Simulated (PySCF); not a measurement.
The calculation's input:

```
{"job": {"kind": "nmr", "xc": "PBE0", "basis": "pcSseg-1"}, "charge": 0, "multiplicity": 1}
B     -2.219579     0.960484    -1.234457
P     -1.184334    -0.131943    -0.028849
N     -2.169753    -1.171028     0.897645
C     -0.039133    -1.392810    -0.759150
C      1.307437    -1.521731    -0.057281
C      2.237401    -0.334821    -0.326451
C      1.558076     1.032507    -0.350626
C      0.922749     1.477037     0.963794
C     -0.261836     0.610400     1.386912
H     -2.972331     1.545393    -0.512186
H     -1.492625     1.672949    -1.844173
H     -2.771438     0.146917    -1.918906
H     -2.786891    -1.688987     0.276746
H     -2.766454    -0.620928     1.510270
H     -0.572982    -2.345787    -0.714134
H      0.105877    -1.138826    -1.811892
H      1.145824    -1.647417     1.013060
H      1.802206    -2.431287    -0.409987
H      2.710451    -0.480573    -1.301239
H      3.032577    -0.331997     0.422836
H      2.310240     1.773505    -0.634356
H      0.782551     1.046758    -1.121611
H      0.577696     2.504418     0.828206
H      1.674265     1.483500     1.758228
H     -0.992250     1.213226     1.935872
H      0.041212    -0.206347     2.045004
```

Launched as:

```sh
OMP_NUM_THREADS=1 python probes_run.py task.json out
```

Geometry: GFN2-xTB.

All numbers below come from PySCF, PBE0/pcSseg-1, SCF density, gas phase, non-relativistic.

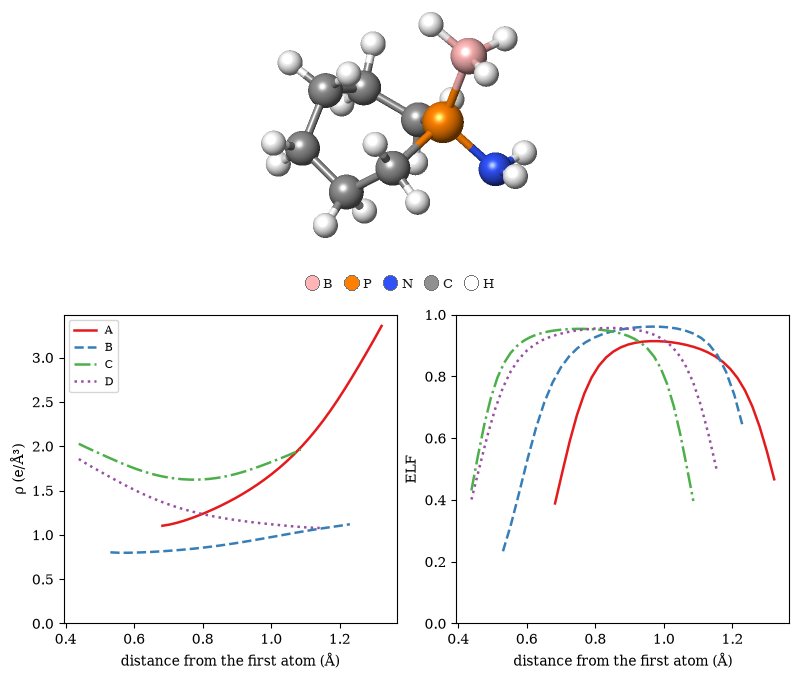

C$_{6}$H$_{17}$BNP (SMILES [BH3-][P+]1(N)CCCCCC1). Total electron density and ELF along straight lines between neighbouring atoms. The curves leave out the atomic cores. The structure is drawn too.

**Which curve belongs to which contact (B–P, C–C, C–P and P–N)? The first atom named is at distance zero.**

Curve A: P–N (1.71 Å): the density is about 1.3 e/Å³ at the midpoint; the ELF peaks at about 0.90 between the atoms: a shared but strongly polarised pair. Curve B: B–P (1.93 Å): ρ at the midpoint is about 0.95 e/Å³, with its minimum of 0.8 e/Å³ about 0.6 Å from B; the ELF peaks at about 0.95 between the atoms, as expected for a shared electron pair. Curve C: C–C (1.52 Å): the density is about 1.6 e/Å³ at the midpoint; the ELF peaks at about 0.95 between the atoms: a shared electron pair. Curve D: C–P (1.85 Å): ρ is about 1.2 e/Å³ halfway; the ELF peaks at about 0.95 between the atoms; a covalent bond.
